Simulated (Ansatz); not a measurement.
**Run report: CH4ClSi (charge −1), molecular dynamics (part 2 of 2)**

CH4ClSi, charge −1; RKS CAM-B3LYP-D4/def2-SVP (Ansatz 0.2.0). 

Geometry of the input (Å):
```
C  -0.8285  0.0302  -0.8979
Si 0.4300  0.1525  0.3690
Cl 1.1888  -1.8451  0.6922
H  -1.6275  -0.6975  -0.7297
H  -1.2726  0.9923  -1.1776
H  0.4497  0.5130  1.8359
H  1.6601  0.8546  -0.0920
```

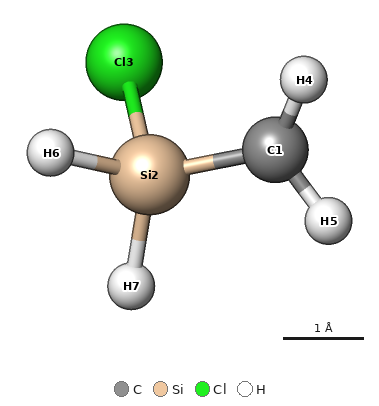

Fig. 1: The geometry at step 31 of the log (ball-and-stick view, seen at a tilt; atoms are numbered from 1 in the order of the input).

**Trajectory as extended XYZ (Å, eV, eV/Å), 28 of the 61 frames kept, from step=0 to step=60**
```
7
Properties=species:S:1:pos:R:3:forces:R:3 step=0 time_fs=0.0 energy=-21495.55958 temperature=700.0
C    -0.8285    0.0302   -0.8979    0.4296   0.3623   0.6805
Si    0.4300    0.1525    0.3690   -0.2469  -0.9334  -0.9382
Cl    1.1888   -1.8451    0.6922    0.0870  -0.2479   0.1227
H    -1.6275   -0.6975   -0.7297   -0.1710  -0.2589   0.1955
H    -1.2726    0.9923   -1.1776   -0.0213   0.3402  -0.2812
H     0.4497    0.5130    1.8359   -0.2673   0.2301   0.2972
H     1.6601    0.8546   -0.0920    0.1899   0.5075  -0.0764
7
Properties=species:S:1:pos:R:3:forces:R:3 step=2 time_fs=1.0 energy=-21495.52876 temperature=653.3
C    -0.8264    0.0210   -0.8881    0.9540   0.4163   0.6385
Si    0.4292    0.1547    0.3671   -0.4105  -1.2256  -0.5096
Cl    1.1873   -1.8430    0.6901    0.1250  -0.3348   0.1519
H    -1.6332   -0.6779   -0.7369   -0.5607  -0.5864   0.2830
H    -1.2154    0.9814   -1.1963   -0.2555   0.7625  -0.4879
H     0.4505    0.4987    1.8476   -0.2971   0.2391   0.1746
H     1.6567    0.8347   -0.0674    0.4449   0.7289  -0.2506
7
Properties=species:S:1:pos:R:3:forces:R:3 step=4 time_fs=2.0 energy=-21495.50255 temperature=613.3
C    -0.8236    0.0121   -0.8778    1.0779   0.5899   0.5083
Si    0.4282    0.1566    0.3650   -0.4667  -1.4256  -0.0590
Cl    1.1860   -1.8410    0.6880    0.1646  -0.4133   0.1813
H    -1.6441   -0.6638   -0.7414   -0.7316  -0.6781   0.3091
H    -1.1606    0.9775   -1.2195   -0.3244   0.8139  -0.5793
H     0.4484    0.4868    1.8609   -0.3181   0.2371   0.0181
H     1.6575    0.8217   -0.0452    0.5982   0.8761  -0.3786
7
Properties=species:S:1:pos:R:3:forces:R:3 step=7 time_fs=3.5 energy=-21495.50286 temperature=612.7
C    -0.8179   -0.0003   -0.8616    0.4261   1.0422   0.0374
Si    0.4265    0.1584    0.3620   -0.2266  -1.4920   0.5683
Cl    1.1840   -1.8382    0.6850    0.2254  -0.5101   0.2248
H    -1.6728   -0.6540   -0.7428   -0.3955  -0.3108   0.2389
H    -1.0840    0.9848   -1.2644   -0.2215   0.1498  -0.3924
H     0.4396    0.4730    1.8806   -0.3280   0.2241  -0.2270
H     1.6692    0.8180   -0.0188    0.5202   0.8968  -0.4501
7
Properties=species:S:1:pos:R:3:forces:R:3 step=9 time_fs=4.5 energy=-21495.49758 temperature=604.2
C    -0.8136   -0.0076   -0.8508   -0.2773   1.3419  -0.4145
Si    0.4252    0.1590    0.3601    0.1354  -1.3879   0.9155
Cl    1.1827   -1.8366    0.6831    0.2672  -0.5604   0.2536
H    -1.6972   -0.6518   -0.7408    0.0745   0.0911   0.1620
H    -1.0357    0.9925   -1.2993   -0.1536  -0.4808  -0.1247
H     0.4298    0.4666    1.8914   -0.3187   0.2131  -0.3666
H     1.6834    0.8262   -0.0065    0.2726   0.7830  -0.4253
7
Properties=species:S:1:pos:R:3:forces:R:3 step=11 time_fs=5.5 energy=-21495.46958 temperature=561.3
C    -0.8095   -0.0138   -0.8402   -0.9109   1.5629  -0.8786
Si    0.4240    0.1591    0.3586    0.5739  -1.2054   1.1904
Cl    1.1815   -1.8351    0.6812    0.3116  -0.6016   0.2835
H    -1.7210   -0.6487   -0.7372    0.5256   0.4358   0.0943
H    -0.9890    0.9957   -1.3354   -0.1450  -0.9975   0.1459
H     0.4170    0.4622    1.8987   -0.2968   0.2019  -0.4691
H     1.7001    0.8419    0.0018   -0.0583   0.6038  -0.3664
7
Properties=species:S:1:pos:R:3:forces:R:3 step=13 time_fs=6.5 energy=-21495.43421 temperature=507.2
C    -0.8061   -0.0188   -0.8304   -1.3289   1.6938  -1.2738
Si    0.4229    0.1588    0.3575    0.9952  -0.9882   1.3847
Cl    1.1804   -1.8337    0.6794    0.3606  -0.6367   0.3158
H    -1.7397   -0.6416   -0.7327    0.8220   0.6337   0.0478
H    -0.9437    0.9895   -1.3701   -0.1914  -1.2924   0.3449
H     0.4014    0.4597    1.9015   -0.2637   0.1909  -0.5247
H     1.7163    0.8634    0.0065   -0.3938   0.3990  -0.2947
7
Properties=species:S:1:pos:R:3:forces:R:3 step=16 time_fs=8.0 energy=-21495.41901 temperature=483.9
C    -0.8030   -0.0236   -0.8177   -1.4336   1.7383  -1.6122
Si    0.4221    0.1577    0.3567    1.4422  -0.6693   1.5067
Cl    1.1790   -1.8320    0.6768    0.4462  -0.6850   0.3703
H    -1.7531   -0.6195   -0.7251    0.8388   0.6035   0.0230
H    -0.8794    0.9569   -1.4159   -0.3104  -1.2711   0.4136
H     0.3733    0.4594    1.8964   -0.1980   0.1746  -0.5075
H     1.7327    0.9022    0.0086   -0.7851   0.1090  -0.1940
7
Properties=species:S:1:pos:R:3:forces:R:3 step=18 time_fs=9.0 energy=-21495.44174 temperature=518.5
C    -0.8024   -0.0251   -0.8107   -1.1547   1.6687  -1.6124
Si    0.4221    0.1567    0.3568    1.5682  -0.4854   1.4676
Cl    1.1781   -1.8311    0.6753    0.5115  -0.7171   0.4107
H    -1.7520   -0.5976   -0.7198    0.5412   0.3810   0.0370
H    -0.8400    0.9200   -1.4416   -0.3832  -0.9624   0.2643
H     0.3521    0.4613    1.8868   -0.1487   0.1641  -0.4265
H     1.7347    0.9297    0.0075   -0.9343  -0.0490  -0.1406
7
Properties=species:S:1:pos:R:3:forces:R:3 step=20 time_fs=10.0 energy=-21495.46939 temperature=560.8
C    -0.8027   -0.0253   -0.8051   -0.6660   1.5148  -1.4167
Si    0.4226    0.1555    0.3575    1.5534  -0.3297   1.3374
Cl    1.1774   -1.8304    0.6738    0.5820  -0.7494   0.4530
H    -1.7459   -0.5720   -0.7141    0.0389   0.0463   0.0735
H    -0.8043    0.8740   -1.4648   -0.4202  -0.4652  -0.0530
H     0.3295    0.4648    1.8733   -0.1000   0.1539  -0.2934
H     1.7279    0.9568    0.0050   -0.9882  -0.1707  -0.1008
7
Properties=species:S:1:pos:R:3:forces:R:3 step=22 time_fs=11.0 energy=-21495.48185 temperature=580.2
C    -0.8036   -0.0242   -0.8006   -0.1267   1.2930  -1.0716
Si    0.4237    0.1542    0.3585    1.4139  -0.2013   1.1337
Cl    1.1769   -1.8299    0.6725    0.6554  -0.7805   0.4955
H    -1.7394   -0.5460   -0.7076   -0.5329  -0.3060   0.1225
H    -0.7726    0.8236   -1.4886   -0.4046   0.1036  -0.4868
H     0.3059    0.4698    1.8569   -0.0562   0.1438  -0.1182
H     1.7117    0.9823    0.0016   -0.9490  -0.2526  -0.0752
7
Properties=species:S:1:pos:R:3:forces:R:3 step=24 time_fs=12.0 energy=-21495.48499 temperature=585.8
C    -0.8045   -0.0221   -0.7969    0.2264   1.0710  -0.7193
Si    0.4253    0.1528    0.3600    1.1728  -0.1002   0.8870
Cl    1.1766   -1.8296    0.6713    0.7288  -0.8084   0.5368
H    -1.7379   -0.5229   -0.7000   -0.9420  -0.5409   0.1604
H    -0.7448    0.7741   -1.5171   -0.3452   0.5366  -0.8807
H     0.2818    0.4761    1.8394   -0.0205   0.1327   0.0804
H     1.6864    1.0054   -0.0026   -0.8204  -0.2909  -0.0645
7
Properties=species:S:1:pos:R:3:forces:R:3 step=27 time_fs=13.5 energy=-21495.52205 temperature=642.9
C    -0.8056   -0.0174   -0.7925    0.0578   0.9377  -0.6085
Si    0.4284    0.1507    0.3628    0.6671  -0.0080   0.5218
Cl    1.1764   -1.8296    0.6698    0.8327  -0.8388   0.5931
H    -1.7524   -0.4978   -0.6858   -0.8324  -0.4772   0.1370
H    -0.7090    0.7095   -1.5757   -0.2703   0.5350  -0.9242
H     0.2454    0.4879    1.8153    0.0177   0.1079   0.3587
H     1.6345    1.0349   -0.0100   -0.4726  -0.2566  -0.0778
7
Properties=species:S:1:pos:R:3:forces:R:3 step=29 time_fs=14.5 energy=-21495.55743 temperature=696.7
C    -0.8063   -0.0133   -0.7902   -0.4166   0.9994  -0.9135
Si    0.4307    0.1493    0.3648    0.2565   0.0091   0.3325
Cl    1.1766   -1.8298    0.6690    0.8947  -0.8490   0.6254
H    -1.7723   -0.4870   -0.6746   -0.3300  -0.2196   0.0607
H    -0.6885    0.6729   -1.6259   -0.2848   0.1520  -0.4824
H     0.2212    0.4971    1.8030    0.0388   0.0794   0.4823
H     1.5938    1.0514   -0.0158   -0.1586  -0.1713  -0.1051
7
Properties=species:S:1:pos:R:3:forces:R:3 step=31 time_fs=15.5 energy=-21495.56316 temperature=705.4
C    -0.8073   -0.0084   -0.7886   -0.9228   1.0864  -1.3558
Si    0.4332    0.1479    0.3670   -0.1936  -0.0022   0.2052
Cl    1.1770   -1.8303    0.6683    0.9492  -0.8502   0.6531
H    -1.7952   -0.4782   -0.6629    0.2569   0.0616  -0.0377
H    -0.6708    0.6377   -1.6805   -0.3403  -0.2837   0.1509
H     0.1975    0.5071    1.7954    0.0642   0.0364   0.5255
H     1.5515    1.0663   -0.0227    0.1864  -0.0484  -0.1411
7
Properties=species:S:1:pos:R:3:forces:R:3 step=33 time_fs=16.5 energy=-21495.53345 temperature=660.1
C    -0.8090   -0.0026   -0.7881   -1.2791   1.1281  -1.7296
Si    0.4355    0.1465    0.3693   -0.6537  -0.0180   0.1282
Cl    1.1777   -1.8311    0.6679    0.9957  -0.8434   0.6758
H    -1.8158   -0.4688   -0.6515    0.7214   0.2652  -0.1289
H    -0.6563    0.5998   -1.7337   -0.3989  -0.5932   0.7479
H     0.1743    0.5174    1.7927    0.0995  -0.0214   0.4803
H     1.5111    1.0808   -0.0309    0.5151   0.0828  -0.1737
7
Properties=species:S:1:pos:R:3:forces:R:3 step=36 time_fs=18.0 energy=-21495.48276 temperature=582.6
C    -0.8136    0.0077   -0.7900   -1.3648   1.0881  -1.9024
Si    0.4386    0.1443    0.3728   -1.2672   0.0326   0.0296
Cl    1.1792   -1.8326    0.6675    1.0505  -0.8227   0.7006
H    -1.8331   -0.4499   -0.6369    0.9745   0.3424  -0.2059
H    -0.6418    0.5322   -1.7990   -0.4285  -0.7122   1.2753
H     0.1416    0.5322    1.7969    0.1730  -0.1261   0.2792
H     1.4603    1.1042   -0.0464    0.8624   0.1979  -0.1764
7
Properties=species:S:1:pos:R:3:forces:R:3 step=38 time_fs=19.0 energy=-21495.48050 temperature=578.9
C    -0.8179    0.0157   -0.7931   -1.1120   1.0275  -1.7051
Si    0.4402    0.1429    0.3751   -1.5670   0.1626  -0.0826
Cl    1.1806   -1.8339    0.6675    1.0774  -0.8048   0.7107
H    -1.8334   -0.4333   -0.6296    0.8143   0.2405  -0.1979
H    -0.6372    0.4788   -1.8280   -0.3870  -0.5936   1.2999
H     0.1217    0.5408    1.8033    0.2291  -0.1955   0.0990
H     1.4364    1.1221   -0.0588    0.9452   0.1633  -0.1241
7
Properties=species:S:1:pos:R:3:forces:R:3 step=40 time_fs=20.0 energy=-21495.49895 temperature=606.7
C    -0.8232    0.0246   -0.7976   -0.6563   0.9697  -1.2574
Si    0.4412    0.1416    0.3774   -1.7607   0.3725  -0.2574
Cl    1.1823   -1.8354    0.6677    1.0967  -0.7850   0.7152
H    -1.8260   -0.4144   -0.6241    0.4169   0.0369  -0.1337
H    -0.6363    0.4197   -1.8447   -0.2876  -0.3690   1.0391
H     0.1040    0.5474    1.8107    0.2816  -0.2541  -0.0807
H     1.4214    1.1414   -0.0724    0.9093   0.0290  -0.0251
7
Properties=species:S:1:pos:R:3:forces:R:3 step=42 time_fs=21.0 energy=-21495.51158 temperature=625.8
C    -0.8290    0.0342   -0.8031   -0.0980   0.9316  -0.5895
Si    0.4416    0.1403    0.3796   -1.8583   0.6289  -0.4887
Cl    1.1843   -1.8371    0.6681    1.1083  -0.7631   0.7135
H    -1.8147   -0.3952   -0.6198   -0.1306  -0.2251  -0.0198
H    -0.6381    0.3571   -1.8516   -0.1321  -0.1003   0.5119
H     0.0890    0.5517    1.8173    0.3223  -0.2947  -0.2340
H     1.4150    1.1610   -0.0862    0.7883  -0.1774   0.1065
7
Properties=species:S:1:pos:R:3:forces:R:3 step=44 time_fs=22.0 energy=-21495.50046 temperature=609.0
C    -0.8349    0.0445   -0.8091    0.3925   0.9166   0.1947
Si    0.4414    0.1393    0.3817   -1.8794   0.8816  -0.7524
Cl    1.1865   -1.8391    0.6687    1.1119  -0.7380   0.7050
H    -1.8047   -0.3782   -0.6157   -0.6517  -0.4666   0.1118
H    -0.6412    0.2936   -1.8537    0.0563   0.1293  -0.1647
H     0.0770    0.5531    1.8217    0.3444  -0.3127  -0.3428
H     1.4162    1.1788   -0.0989    0.6260  -0.4102   0.2483
7
Properties=species:S:1:pos:R:3:forces:R:3 step=47 time_fs=23.5 energy=-21495.47565 temperature=571.8
C    -0.8431    0.0614   -0.8176    0.6231   0.8912   1.0812
Si    0.4399    0.1384    0.3842   -1.8029   1.1538  -1.1510
Cl    1.1905   -1.8424    0.6699    1.1013  -0.6914   0.6788
H    -1.8019   -0.3613   -0.6074   -0.9116  -0.5849   0.2202
H    -0.6443    0.2008   -1.8615    0.2738   0.2421  -0.8644
H     0.0653    0.5497    1.8220    0.3336  -0.2928  -0.3985
H     1.4287    1.1976   -0.1132    0.3828  -0.7181   0.4337
7
Properties=species:S:1:pos:R:3:forces:R:3 step=49 time_fs=24.5 energy=-21495.49135 temperature=595.7
C    -0.8479    0.0736   -0.8223    0.3960   0.7997   1.1347
Si    0.4381    0.1383    0.3854   -1.6959   1.2226  -1.3936
Cl    1.1935   -1.8448    0.6710    1.0824  -0.6521   0.6527
H    -1.8106   -0.3569   -0.5993   -0.6165  -0.4481   0.1785
H    -0.6434    0.1417   -1.8760    0.2887   0.1841  -0.7349
H     0.0615    0.5439    1.8175    0.2954  -0.2485  -0.3561
H     1.4420    1.2019   -0.1178    0.2500  -0.8577   0.5187
7
Properties=species:S:1:pos:R:3:forces:R:3 step=51 time_fs=25.5 energy=-21495.52356 temperature=644.8
C    -0.8524    0.0864   -0.8261    0.0244   0.6003   0.7669
Si    0.4357    0.1386    0.3862   -1.5582   1.1898  -1.6115
Cl    1.1969   -1.8474    0.6722    1.0530  -0.6057   0.6205
H    -1.8251   -0.3567   -0.5896   -0.1025  -0.2047   0.0668
H    -0.6398    0.0844   -1.8972    0.1987   0.1342  -0.1577
H     0.0605    0.5357    1.8097    0.2339  -0.1820  -0.2504
H     1.4576    1.1981   -0.1175    0.1507  -0.9319   0.5654
7
Properties=species:S:1:pos:R:3:forces:R:3 step=53 time_fs=26.5 energy=-21495.54630 temperature=679.9
C    -0.8570    0.0997   -0.8293   -0.3223   0.3161   0.2312
Si    0.4327    0.1393    0.3864   -1.4068   1.0606  -1.8033
Cl    1.2005   -1.8501    0.6736    1.0122  -0.5530   0.5835
H    -1.8406   -0.3584   -0.5792    0.4119   0.0499  -0.0610
H    -0.6343    0.0285   -1.9199    0.0628   0.1630   0.5679
H     0.0617    0.5258    1.7995    0.1535  -0.0983  -0.0907
H     1.4748    1.1854   -0.1117    0.0886  -0.9383   0.5725
7
Properties=species:S:1:pos:R:3:forces:R:3 step=56 time_fs=28.0 energy=-21495.56363 temperature=707.4
C    -0.8643    0.1200   -0.8338   -0.5829  -0.1125  -0.3922
Si    0.4275    0.1410    0.3855   -1.2018   0.7223  -2.0207
Cl    1.2064   -1.8546    0.6760    0.9294  -0.4677   0.5217
H    -1.8554   -0.3596   -0.5650    0.8736   0.3127  -0.1873
H    -0.6253   -0.0522   -1.9420   -0.1051   0.3298   1.3641
H     0.0660    0.5095    1.7831    0.0154   0.0410   0.2019
H     1.5020    1.1497   -0.0930    0.0713  -0.8255   0.5125
7
Properties=species:S:1:pos:R:3:forces:R:3 step=58 time_fs=29.0 energy=-21495.59249 temperature=752.3
C    -0.8697    0.1335   -0.8372   -0.5352  -0.2997  -0.5549
Si    0.4234    0.1424    0.3841   -1.1117   0.4365  -2.0843
Cl    1.2107   -1.8577    0.6778    0.8605  -0.4113   0.4782
H    -1.8555   -0.3570   -0.5576    0.8993   0.3703  -0.1950
H    -0.6203   -0.1023   -1.9415   -0.1534   0.4555   1.5445
H     0.0692    0.4989    1.7742   -0.0714   0.1265   0.3799
H     1.5210    1.1159   -0.0743    0.1119  -0.6778   0.4316
7
Properties=species:S:1:pos:R:3:forces:R:3 step=60 time_fs=30.0 energy=-21495.64637 temperature=835.3
C    -0.8755    0.1468   -0.8410   -0.3148  -0.3505  -0.5061
Si    0.4190    0.1440    0.3819   -1.0732   0.1382  -2.0470
Cl    1.2152   -1.8609    0.6797    0.7814  -0.3584   0.4338
H    -1.8471   -0.3510   -0.5521    0.6976   0.3274  -0.1313
H    -0.6168   -0.1480   -1.9264   -0.1397   0.5382   1.4286
H     0.0718    0.4895    1.7689   -0.1392   0.1928   0.4946
H     1.5412    1.0757   -0.0515    0.1878  -0.4877   0.3274
```

**Key numbers**

- outcome: finished
- mean temperature over the second half: 649 K
- trajectory: 60 steps, 30 fs
- ensemble: nve
- temperature in the input: 700 K
- time step: 0.5 fs
- potential energy (last step): −21495.6465 eV
- mean-field energy (last step): −21495.5025 eV
- dispersion energy (last step): −0.1440 eV
- SCF solution under orbital rotations (last step): stable
- largest force (length of the vector) (last step): 2.315 eV/Å
- hardware: 2 threads of Intel Xeon @ 2.50GHz, 180 GiB of memory available, shared host
- wall time: 3.1 min (CPU time 5.3 min)
- peak memory: 0.16 GiB

**Notes**

So short a trajectory is not equilibrated.
